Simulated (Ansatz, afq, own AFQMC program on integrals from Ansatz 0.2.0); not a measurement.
# GeH₂O (singlet): quantum Monte Carlo beside coupled cluster at angle O2–Ge1–H3 = 70.2°, cc-pVDZ

Aim: compute GeH₂O (singlet) with auxiliary-field quantum Monte Carlo on the same integrals as coupled cluster, and set the energies side by side.

Computed with Ansatz 0.2.0, Gaussian basis, and an in-house AFQMC program (afq) on its integrals; all values are calculated. Level: cc-pVDZ, frozen cores.

Plan: PBE (unrestricted); r2SCAN (unrestricted); PBE0 (unrestricted); B3LYP (unrestricted); wB97M-V (unrestricted); B2PLYP (unrestricted); CCSD(T) on RHF; CCSDT(Q) on RHF; Phaseless AFQMC, CISD trial on RHF; Phaseless AFQMC, CISD trial on RHF; UHF.

8 further runs of the same task are left out: 1 for a known fault of the program, 7 that didn't finish.

### Step 1. The system

The geometry derives from a PBE0/def2-TZVP stationary point (not a proven minimum). One angle is set to the value named; bond lengths are kept. No spin-orbit coupling is included. The filled d shell of Ge may be among the frozen orbitals whatever the setting's name suggests; the logs give the count.

4 atoms, charge 0, spin multiplicity 1.

Atoms are counted from 1 here; the program's logs count them from 0.

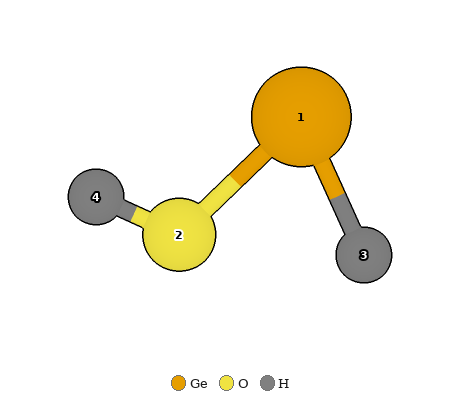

The structure; germanium amber, oxygen yellow, hydrogen grey; atoms are numbered from 1 in the order of the file.

### Step 2. PBE (unrestricted)

Contents of in.yaml:

```yaml
crystal:
  periodic: [false, false, false]
  atoms:
    - {symbol: Ge, position_ang: [0.000000, -0.109782, 0.328052]}
    - {symbol: O, position_ang: [0.000000, 0.425066, -1.380825]}
    - {symbol: H, position_ang: [0.000000, 1.487893, 0.260508]}
    - {symbol: H, position_ang: [0.000000, -0.323336, -1.984147]}
basis:
  gaussian: {orbitals: cc-pVDZ}
magnetization: {spin_polarized: true, initial_magnetization: 0}
hamiltonian: {xc: {name: PBE}}
output: {orbitals: {seedname: orbitals}}
```

On the command line:

```sh
ansatz run in.yaml --threads 1 --pin off --events-out ev --progress --plain --max-ram 1382MiB
```

Output:

```text
Functional definition: PBE
  name "PBE"
  cite "Perdew, Burke & Ernzerhof, Phys. Rev. Lett. 77, 3865 (1996) doi:10.1103/PhysRevLett.77.3865"
  parent pbe
  parameter kappa = 0.804
  parameter beta = 0.06672455060314922
  exchange = pbe_x(kappa = kappa, mu = beta*pi^2/3)
  correlation = pbe_c(beta = beta)
626 factors; their error is unknown
mean field evaluation 1: about -58578.9509 eV, gradient 4.1e1 eV
mean field evaluation 2: about -58486.4013 eV, gradient 1.2e2 eV
mean field evaluation 4: about -58585.0473 eV, gradient 7.8e0 eV
mean field evaluation 8: about -58585.4965 eV, gradient 4.9e-2 eV
mean field evaluation 16: about -58585.4820 eV, gradient 1.0e-5 eV
mean field -58585.48200474 eV, -2152.9767530084 hartree, gradient 1.0e-5 eV, S^2 0.000000; 0 other end points of the search recorded, 0 dependent functions left out
reference -58585.48203150 eV, -2152.9767539917 hartree; 21, 21 occupied and 30, 30 virtual orbitals, 626 factors
Total energy: -58585.48203150 eV, -2152.9767539917 hartree
```

Wall time 0.42 s (1 thread of AMD EPYC 9R45 (Zen 5), shared host).

From the report: ⟨S²⟩ of the determinant 0.000 (pure singlet: 0.00).

### Step 3. r2SCAN (unrestricted)

Changes to in.yaml since step 2:

```diff
@@ -10,3 +10,2 @@
 magnetization: {spin_polarized: true, initial_magnetization: 0}
-hamiltonian: {xc: {name: PBE}}
-output: {orbitals: {seedname: orbitals}}
+hamiltonian: {xc: {name: r2SCAN}}
```

Launched as before.

Output:

```text
Functional definition: r2SCAN
  name "r2SCAN"
  cite "Furness, Kaplan, Ning, Perdew & Sun, J. Phys. Chem. Lett. 11, 8208 (2020) doi:10.1021/acs.jpclett.0c02405"
  cite "Furness, Kaplan, Ning, Perdew & Sun, J. Phys. Chem. Lett. 11, 9248 (2020) doi:10.1021/acs.jpclett.0c03077"
  parent r2scan
  parameter k0 = 0.174
  parameter k1 = 0.065
  parameter a1 = 4.9479
  exchange = r2scan_x(k0 = k0, k1 = k1, a1 = a1)
  correlation = r2scan_c
626 factors; their error is unknown
mean field evaluation 1: about -58589.3277 eV, gradient 3.8e1 eV
mean field evaluation 2: about -58518.6773 eV, gradient 1.1e2 eV
mean field evaluation 4: about -58594.6630 eV, gradient 4.7e0 eV
mean field evaluation 8: about -58594.8142 eV, gradient 8.9e-2 eV
mean field evaluation 16: about -58594.6017 eV, gradient 1.8e0 eV
mean field -58594.81420868 eV, -2153.3197051774 hartree, gradient 6.8e-5 eV, S^2 0.000000; 1 other end points of the search recorded, 0 dependent functions left out
reference -58594.81421761 eV, -2153.3197055056 hartree; 21, 21 occupied and 30, 30 virtual orbitals, 626 factors
Total energy: -58594.81421761 eV, -2153.3197055056 hartree
```

Run time: 0.99 s. Hardware: 1 thread of AMD EPYC 9R45 (Zen 5), shared host.

From the report: ⟨S²⟩ of the determinant 0.000 (pure singlet: 0.00).

### Step 4. PBE0 (unrestricted)

Changes to in.yaml since step 3:

```diff
@@ -10,2 +10,3 @@
 magnetization: {spin_polarized: true, initial_magnetization: 0}
-hamiltonian: {xc: {name: r2SCAN}}
+hamiltonian: {xc: {name: PBE0}}
+output: {orbitals: {seedname: orbitals}}
```

Launched as before.

Output:

```text
Functional definition: PBE0
  name "PBE0"
  cite "Adamo & Barone, J. Chem. Phys. 110, 6158 (1999) doi:10.1063/1.478522"
  cite "Perdew, Burke & Ernzerhof, Phys. Rev. Lett. 77, 3865 (1996) doi:10.1103/PhysRevLett.77.3865"
  parent pbe
  parameter a = 0.25
  parameter kappa = 0.804
  parameter beta = 0.06672455060314922
  exchange = (1 - a)*pbe_x(kappa = kappa, mu = beta*pi^2/3) + a*exact_x
  correlation = pbe_c(beta = beta)
543 factors; integrals over basis functions are off by at most 1.4e-3 eV
mean field evaluation 1: about -58581.9617 eV, gradient 3.5e1 eV
mean field evaluation 2: about -58544.7232 eV, gradient 9.3e1 eV
mean field evaluation 4: about -58586.7438 eV, gradient 1.9e0 eV
mean field evaluation 8: about -58586.8158 eV, gradient 8.8e-2 eV
mean field evaluation 16: about -58586.8159 eV, gradient 3.4e-5 eV
mean field -58586.81590744 eV, -2153.0257730285 hartree, gradient 3.4e-5 eV, S^2 0.000000; 0 other end points of the search recorded, 0 dependent functions left out
reference -58586.81592725 eV, -2153.0257737563 hartree; 21, 21 occupied and 30, 30 virtual orbitals, 543 factors
Total energy: -58586.81592725 eV, -2153.0257737563 hartree
```

Run time: 0.72 s. Hardware: 1 thread of AMD EPYC 9R45 (Zen 5), shared host.

From the report: ⟨S²⟩ of the determinant 0.000 (pure singlet: 0.00).

### Step 5. B3LYP (unrestricted)

Changes to in.yaml since step 4:

```diff
@@ -10,3 +10,2 @@
 magnetization: {spin_polarized: true, initial_magnetization: 0}
-hamiltonian: {xc: {name: PBE0}}
-output: {orbitals: {seedname: orbitals}}
+hamiltonian: {xc: {name: B3LYP}}
```

Same command.

Output, shortened:

```text
Functional definition: B3LYP
  name "B3LYP"
  cite "Stephens, Devlin, Chabalowski & Frisch, J. Phys. Chem. 98, 11623 (1994) doi:10.1021/j100096a001"
  cite "Becke, Phys. Rev. A 38, 3098 (1988) doi:10.1103/PhysRevA.38.3098"
  cite "Lee, Yang & Parr, Phys. Rev. B 37, 785 (1988) doi:10.1103/PhysRevB.37.785"
  cite "Vosko, Wilk & Nusair, Can. J. Phys. 58, 1200 (1980) doi:10.1139/p80-159"
[...]
543 factors; integrals over basis functions are off by at most 1.4e-3 eV
[...]
mean field -58597.54086784 eV, -2153.4199080535 hartree, gradient 2.2e-5 eV, S^2 0.000000; 0 other end points of the search recorded, 0 dependent functions left out
reference -58597.54105171 eV, -2153.4199148104 hartree; 21, 21 occupied and 30, 30 virtual orbitals, 543 factors
Total energy: -58597.54105171 eV, -2153.4199148104 hartree
```

Wall time 0.69 s (1 thread of AMD EPYC 9R45 (Zen 5), shared host).

From the report: ⟨S²⟩ of the determinant 0.000 (pure singlet: 0.00).

### Step 6. wB97M-V (unrestricted)

Changes to in.yaml since step 5:

```diff
@@ -10,2 +10,3 @@
 magnetization: {spin_polarized: true, initial_magnetization: 0}
-hamiltonian: {xc: {name: B3LYP}}
+hamiltonian: {xc: {name: wB97M-V}}
+output: {orbitals: {seedname: orbitals}}
```

Launched as before.

Output, shortened:

```text
Functional definition: wB97M-V
  name "wB97M-V"
  cite "Mardirossian & Head-Gordon, J. Chem. Phys. 144, 214110 (2016) doi:10.1063/1.4952647"
  cite "Becke, J. Chem. Phys. 107, 8554 (1997) doi:10.1063/1.475007"
  cite "Vydrov & Van Voorhis, J. Chem. Phys. 133, 244103 (2010) doi:10.1063/1.3521275"
  # Of w^i u^j: cxij and so on, Table III.
[...]
  gx(w, u) = 1 - cx + cx01*u + cx10*w
  gss(w, u) = css00 + css04*u^4 + css10*w + css20*w^2 + css43*w^4*u^3
  gos(w, u) = cos00 + cos10*w + (cos20 + cos21*u)*w^2 + (cos60 + cos61*u)*w^6
[...]
      + integral(e_c_pw_mod_opposite_spin*gos(b97_w_opposite, b97_u_opposite)) + vv10(b, c)
543 factors; integrals over basis functions are off by at most 1.4e-3 eV
147 factors; integrals over basis functions are off by at most 4.5e-6 eV
[...]
mean field -58592.39352564 eV, -2153.2307467164 hartree, gradient 8.5e-5 eV, S^2 0.000000; 0 other end points of the search recorded, 0 dependent functions left out
reference -58592.39355662 eV, -2153.2307478548 hartree; 21, 21 occupied and 30, 30 virtual orbitals, 543 factors
Total energy: -58592.39355662 eV, -2153.2307478548 hartree
```

Wall time 2.3 s (1 thread of AMD EPYC 9R45 (Zen 5), shared host).

From the report: ⟨S²⟩ of the determinant 0.000 (pure singlet: 0.00).

### Step 7. B2PLYP (unrestricted)

Changes to in.yaml since step 6:

```diff
@@ -10,3 +10,3 @@
 magnetization: {spin_polarized: true, initial_magnetization: 0}
-hamiltonian: {xc: {name: wB97M-V}}
-output: {orbitals: {seedname: orbitals}}
+hamiltonian: {xc: {name: B2PLYP}}
+correlation: {electrons: outside_noble_gas}
```

Same command.

Output, shortened:

```text
Functional definition: B2PLYP
  name "B2PLYP"
  cite "Grimme, J. Chem. Phys. 124, 034108 (2006) doi:10.1063/1.2148954"
  cite "Becke, Phys. Rev. A 38, 3098 (1988) doi:10.1103/PhysRevA.38.3098"
  cite "Lee, Yang & Parr, Phys. Rev. B 37, 785 (1988) doi:10.1103/PhysRevB.37.785"
[...]
543 factors; integrals over basis functions are off by at most 1.4e-3 eV
[...]
mean field -58580.52322549 eV, -2152.7945212321 hartree, gradient 8.9e-6 eV, S^2 0.000000; 2 other end points of the search recorded, 0 dependent functions left out
15 core orbitals not correlated: weight in the atoms' cores, before any rotation towards them, 0.993 or more for the frozen orbitals, at most 0.010 for the correlated occupied ones
reference -58580.52334118 eV, -2152.7945254834 hartree; 6, 6 occupied and 30, 30 virtual orbitals, 543 factors
second order -9.45434063 eV of doubles, -0.00000000 eV of singles
Total energy: -58583.07601315 eV, -2152.8883344480 hartree
```

Run time: 0.9 s. Hardware: 1 thread of AMD EPYC 9R45 (Zen 5), shared host.

From the report: ⟨S²⟩ of the determinant 0.000 (pure singlet: 0.00).

### Step 8. CCSD(T) on RHF

Changes to in.yaml since step 7:

```diff
@@ -9,4 +9,3 @@
   gaussian: {orbitals: cc-pVDZ}
-magnetization: {spin_polarized: true, initial_magnetization: 0}
-hamiltonian: {xc: {name: B2PLYP}}
-correlation: {electrons: outside_noble_gas}
+magnetization: {spin_polarized: false}
+correlation: {method: ccsd_t, electrons: outside_noble_gas, hamiltonian_folder: ham}
```

Same command.

Output, shortened:

```text
Functional definition: HF
  name "HF"
  cite "Fock, Z. Phys. 61, 126 (1930) doi:10.1007/BF01340294"
  parent pbe
[...]
543 factors; integrals over basis functions are off by at most 1.4e-3 eV
[...]
mean field -58540.66842782 eV, -2151.3298844323 hartree, gradient 1.4e-6 eV, S^2 0.000000; 0 other end points of the search recorded, 0 dependent functions left out
15 core orbitals not correlated: weight in the atoms' cores, before any rotation towards them, 0.995 or more for the frozen orbitals, at most 0.007 for the correlated occupied ones
reference -58540.66842782 eV, -2151.3298844323 hartree; 6, 6 occupied and 30, 30 virtual orbitals, 543 factors
second order -7.55482338 eV of doubles, -0.00000000 eV of singles
cycle   1  -7.75296059 eV  change   -2.0e-1 eV  update   9.8e-2
[...]
cycle  10  -8.12617681 eV  change    1.4e-5 eV  update   1.4e-5
perturbative correction -0.21725672 eV, -0.0079840371 hartree
Total energy: -58549.01186135 eV, -2151.6364999591 hartree
```

Wall time 0.39 s (1 thread of AMD EPYC 9R45 (Zen 5), shared host).

From the report: correlation -8.3434 eV; T1 0.023; largest double amplitude 0.06.

This run also writes the integrals to the folder ham.

### Step 9. CCSDT(Q) on RHF

Changes to in.yaml since step 8:

```diff
@@ -10,2 +10,2 @@
 magnetization: {spin_polarized: false}
-correlation: {method: ccsd_t, electrons: outside_noble_gas, hamiltonian_folder: ham}
+correlation: {method: ccsdt_q, electrons: outside_noble_gas}
```

Same command.

Output, shortened:

```text
Functional definition: HF
  name "HF"
  cite "Fock, Z. Phys. 61, 126 (1930) doi:10.1007/BF01340294"
  parent pbe
[...]
987 factors; integrals over basis functions are off by at most 1.9e-7 eV
[...]
mean field -58540.66867877 eV, -2151.3298936544 hartree, gradient 2.2e-6 eV, S^2 0.000000; 0 other end points of the search recorded, 0 dependent functions left out
15 core orbitals not correlated: weight in the atoms' cores, before any rotation towards them, 0.995 or more for the frozen orbitals, at most 0.007 for the correlated occupied ones
reference -58540.66867877 eV, -2151.3298936544 hartree; 6, 6 occupied and 30, 30 virtual orbitals, 987 factors
second order -7.55486088 eV of doubles, -0.00000000 eV of singles
cycle   1  -7.75297045 eV  change   -2.0e-1 eV  update   1.1e-1
[...]
cycle  16  -8.36213364 eV  change   -7.0e-7 eV  update   7.0e-7
perturbative correction -0.02722691 eV, -0.0010005704 hartree
Total energy: -58549.05803932 eV, -2151.6381969680 hartree
```

Wall time 2.6 s (1 thread of AMD EPYC 9R45 (Zen 5), shared host).

From the report: correlation -8.3894 eV; T1 0.023; largest double amplitude 0.06.

### Step 10. Phaseless AFQMC, CISD trial on RHF

It reads the integrals that the CCSD(T) run on this determinant wrote.

On the command line:

```sh
afq ham --method phaseless --trial cisd --walkers 60 --populations 1 --least-time 40 --time-step 0.005 --steps-per-block 50 --equilibration-blocks 28 --max-blocks 300 --target-error 0.00042 --factor-cut 1e-05 --seed 3614 --release-times 0.24,0.51,0.99,1.62,2.4 --release-step 0.03 --release-every 4 --taylor-order 6
```

Output:

```text
orbitals 36  electrons 6 6  factors 285 of 543
reference energy -2151.32988443 Eh
CCSD correlation -0.29863164 Eh in 11 cycles, weight of the determinant in the CISD state 0.8745
energy of the start -2151.628516 Eh
 block  time / (1/Eh)  mean weight  energy / Eh
     1     0.250  0.9965  -2151.624035
     2     0.500  0.9996  -2151.625471
     3     0.750  1.0017  -2151.628956
     4     1.000  0.9969  -2151.632314
     5     1.250  1.0008  -2151.626476
     6     1.500  0.9980  -2151.635233
     7     1.750  1.0018  -2151.638741
     8     2.000  1.0018  -2151.632752
     9     2.250  1.0014  -2151.637047
    10     2.500  0.9960  -2151.629368
    17     4.250  1.0017  -2151.632746
    25     6.250  0.9970  -2151.643192
    33     8.250  0.9972  -2151.639843
    41    10.250  1.0001  -2151.634325
    49    12.250  1.0015  -2151.634244
    57    14.250  0.9996  -2151.638521
    65    16.250  0.9996  -2151.631870
    73    18.250  1.0012  -2151.643208
    81    20.250  0.9984  -2151.635873
    89    22.250  0.9989  -2151.639328
    97    24.250  0.9956  -2151.634291
   105    26.250  0.9998  -2151.632514
   113    28.250  0.9991  -2151.638474
   121    30.250  0.9989  -2151.636055
   129    32.250  1.0014  -2151.630306
   137    34.250  1.0003  -2151.631475
   145    36.250  1.0003  -2151.629930
   153    38.250  0.9979  -2151.635561
   161    40.250  0.9975  -2151.637552
   169    42.250  0.9971  -2151.641215
   177    44.250  0.9999  -2151.636182
   185    46.250  0.9995  -2151.628682
   193    48.250  0.9985  -2151.629942
   201    50.250  1.0011  -2151.651675
   209    52.250  1.0018  -2151.636259
   217    54.250  0.9998  -2151.639826
   225    56.250  0.9993  -2151.639183
   233    58.250  1.0010  -2151.631296
   241    60.250  1.0024  -2151.636755
   249    62.250  0.9980  -2151.632979
   257    64.250  0.9986  -2151.631180
   265    66.250  1.0017  -2151.632519
   273    68.250  0.9991  -2151.635429
   281    70.250  1.0002  -2151.641009
   289    72.250  0.9978  -2151.629824
   297    74.250  0.9990  -2151.628827
   305    76.250  1.0008  -2151.632158
   313    78.250  1.0013  -2151.648492
   321    80.250  0.9975  -2151.639570
blocks merged  error / Eh  count
     1  0.000433  300
     2  0.000512  150
     4  0.000604  75
     8  0.000762  37
    16  0.000725  18
    32  0.000716  9
released: time / (1/Eh)  energy / Eh  error  mean overlap
  0.24  -2151.637783  0.000634  0.9984
  0.51  -2151.638251  0.000624  0.9928
  0.99  -2151.637659  0.000584  1.0031
  1.62  -2151.638515  0.000796  0.9841
  2.40  -2151.639314  0.001111  0.9396
energy -2151.637493 +/- 0.000762 Eh
```

Wall time 96 s (1 thread of AMD EPYC 9R45 (Zen 5), shared host).

Energy -58549.0389 ± 0.0207 eV. Caveats: constraint bias not in the error; error above the target.

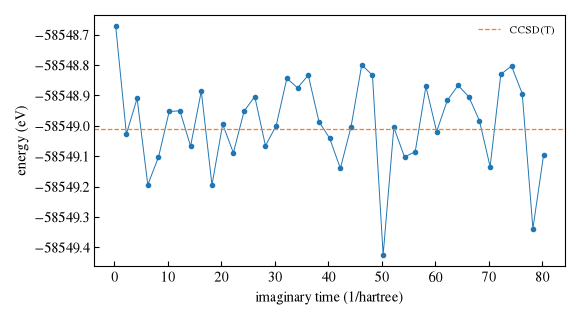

Block energies along the walk.

### Step 11. Phaseless AFQMC, CISD trial on RHF (settings varied)

It reads the integrals that the CCSD(T) run on this determinant wrote.

On the command line:

```sh
afq ham --method phaseless --trial cisd --walkers 80 --populations 1 --least-time 40 --time-step 0.02 --steps-per-block 25 --equilibration-blocks 6 --max-blocks 40 --target-error 0.00084 --factor-cut 1e-05 --seed 9337 --taylor-order 4
```

Output:

```text
orbitals 36  electrons 6 6  factors 285 of 543
reference energy -2151.32988443 Eh
CCSD correlation -0.29863164 Eh in 11 cycles, weight of the determinant in the CISD state 0.8745
energy of the start -2151.628516 Eh
 block  time / (1/Eh)  mean weight  energy / Eh
     1     0.500  1.0036  -2151.629945
     2     1.000  0.9959  -2151.633492
     3     1.500  0.9927  -2151.636117
     4     2.000  0.9933  -2151.632756
     5     2.500  0.9979  -2151.636644
     6     3.000  1.0077  -2151.631490
     7     3.500  0.9840  -2151.632096
     8     4.000  1.0022  -2151.633470
     9     4.500  0.9980  -2151.635985
    10     5.000  1.0020  -2151.633971
    11     5.500  1.0037  -2151.634666
    12     6.000  1.0004  -2151.628359
    13     6.500  0.9975  -2151.630276
    14     7.000  1.0039  -2151.644519
    15     7.500  1.0128  -2151.635736
    16     8.000  1.0008  -2151.633553
    17     8.500  0.9932  -2151.634683
    18     9.000  0.9961  -2151.639974
    19     9.500  0.9974  -2151.645231
    20    10.000  1.0085  -2151.635931
    21    10.500  1.0004  -2151.638359
    22    11.000  0.9937  -2151.630579
    23    11.500  1.0049  -2151.635917
    24    12.000  1.0001  -2151.639667
    25    12.500  0.9986  -2151.634972
    26    13.000  0.9970  -2151.631481
    27    13.500  0.9888  -2151.650231
    28    14.000  1.0061  -2151.646501
    29    14.500  0.9806  -2151.648801
    30    15.000  1.0000  -2151.629574
    31    15.500  0.9969  -2151.630753
    32    16.000  1.0058  -2151.640413
    33    16.500  1.0004  -2151.643879
    34    17.000  0.9996  -2151.633765
    35    17.500  1.0014  -2151.635641
    36    18.000  1.0073  -2151.632824
    37    18.500  1.0047  -2151.634813
    38    19.000  0.9979  -2151.632970
    39    19.500  0.9917  -2151.631341
    40    20.000  0.9957  -2151.637594
    41    20.500  1.0190  -2151.632520
    42    21.000  0.9952  -2151.638671
    43    21.500  0.9983  -2151.632273
    44    22.000  0.9950  -2151.636118
    45    22.500  1.0093  -2151.635241
    46    23.000  1.0097  -2151.633826
blocks merged  error / Eh  count
     1  0.000832  40
     2  0.000820  20
     4  0.000928  10
energy -2151.636172 +/- 0.000832 Eh
```

It took 7.4 s on 1 thread of AMD EPYC 9R45 (Zen 5), shared host.

Energy -58549.0029 ± 0.0226 eV. The run doesn't count as converged. Caveats: constraint bias not in the error; error not settled.

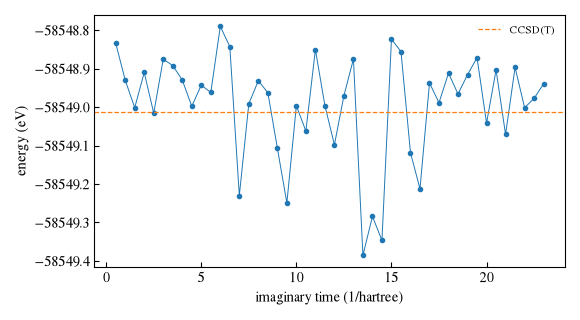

Block energies along the walk.

### Step 12. UHF

Changes to in.yaml since step 9:

```diff
@@ -9,3 +9,4 @@
   gaussian: {orbitals: cc-pVDZ}
-magnetization: {spin_polarized: false}
-correlation: {method: ccsdt_q, electrons: outside_noble_gas}
+magnetization: {spin_polarized: true, initial_magnetization: 0}
+hamiltonian: {xc: hf}
+output: {orbitals: {seedname: orbitals}}
```

On the command line:

```sh
ansatz run in.yaml --threads 1 --pin off --events-out ev --progress --plain --max-ram 1382MiB
```

Output:

```text
Functional definition: HF
  name "HF"
  cite "Fock, Z. Phys. 61, 126 (1930) doi:10.1007/BF01340294"
  parent pbe
  exchange = exact_x
  correlation = 0
543 factors; integrals over basis functions are off by at most 1.4e-3 eV
mean field evaluation 1: about -58538.1011 eV, gradient 2.5e1 eV
mean field evaluation 2: about -58538.1045 eV, gradient 2.5e1 eV
mean field evaluation 4: about -58540.6503 eV, gradient 1.4e0 eV
mean field evaluation 8: about -58540.6684 eV, gradient 1.2e-3 eV
mean field evaluation 16: about -58540.6371 eV, gradient 4.1e-1 eV
mean field evaluation 32: about -58540.6466 eV, gradient 1.4e0 eV
mean field -58540.66842782 eV, -2151.3298844323 hartree, gradient 2.0e-5 eV, S^2 0.000000; 0 other end points of the search recorded, 0 dependent functions left out
reference -58540.66842782 eV, -2151.3298844323 hartree; 21, 21 occupied and 30, 30 virtual orbitals, 543 factors
Total energy: -58540.66842782 eV, -2151.3298844323 hartree
```

Run time: 0.39 s. Hardware: 1 thread of AMD EPYC 9R45 (Zen 5), shared host.

From the report: ⟨S²⟩ of the determinant 0.000 (pure singlet: 0.00).

### Step 13. AFQMC on the ladder

On the RHF determinant, counted from CCSD(T) (a yardstick, not exact):

| level | energy (eV) | from CCSD(T) (kJ/mol) | statistical error (kJ/mol) | time |
| --- | --- | --- | --- | --- |
| HF | -58540.6684 | +805.0 |  |  |
| MP2 | -58548.2233 | +76.1 |  |  |
| CCSD | -58548.7946 | +21.0 |  |  |
| CCSD(T) | -58549.0119 | 0.0 |  |  |
| Phaseless AFQMC, CISD trial, step 0.005, 60 walkers | -58549.0389 | -2.6 | 2.0 | 96 s |

The functionals' totals stand on their own zeros and serve differences with other points: PBE -58585.482 eV; r2SCAN -58594.814 eV; PBE0 -58586.816 eV; B3LYP -58597.541 eV; wB97M-V -58592.394 eV; B2PLYP -58583.076 eV.

### Step 14. Summary of results

| quantity | value |
| --- | --- |
| Phaseless AFQMC, CISD trial on RHF from CCSD(T) | -2.6 ± 2.0 kJ/mol |

**Reading.** On RHF the phaseless walk with the CISD trial lies -2.6 kJ/mol from CCSD(T), within three error bars. Error bars are statistical and leave out the constraint, the time step and what remains of the start.
